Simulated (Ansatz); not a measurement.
# The potential step between two gates: arsenene bilayer, AB

Two oppositely charged gates put a neutral stack in a displacement field D. The voltage between them is D/ε₀ times an electrical distance, shorter than the real one because the stack screens.

Set-up. Ansatz 0.2.0, plane waves with PAW datasets (its set soft_2), PBE-D3(BJ); isolated slab, charged sheets 5 Å from the outer atoms behind model barriers, atoms held. Voltages count from the uncharged case.

| run | D/ε₀ (V/nm) | step in an electron's potential, upper less lower gate (eV) |
| --- | --- | --- |
| run 1 | −1.810 | −1.378 |
| run 2 | 0.000 | 0.000 |
| run 3 | 0.905 | 0.689 |
| run 4 | 1.810 | 1.378 |
| run 5 | 2.714 | 2.067 |
| run 6 | 3.619 | ? |

**Question.** What value belongs in the row marked “?”, and how far can the other rows tell?

A least-squares line through the 5 rows shown has slope 0.7615 and intercept 0.0000; no row lies more than 0.001 eV off it. The size of the slope, 0.762 nm, is the electrical distance; the sheets are 1.492 nm apart, and screening reaches beyond the outer atoms. At 3.619 it gives 0.7615 × 3.619 + 0.0000 = 2.756 eV, beyond the rows fitted. Rounding and scatter of the rows alone allow about ±0.001 eV there.

The run itself gives 2.755 eV: a miss of −0.001 eV, or 0.0 % of the value. Screening stays linear to within 1 % over this range.

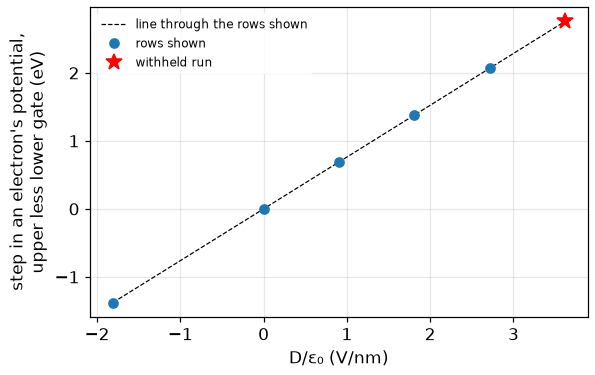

The fit and the withheld run.

**Limits.** The gates are model sheets, not atoms.
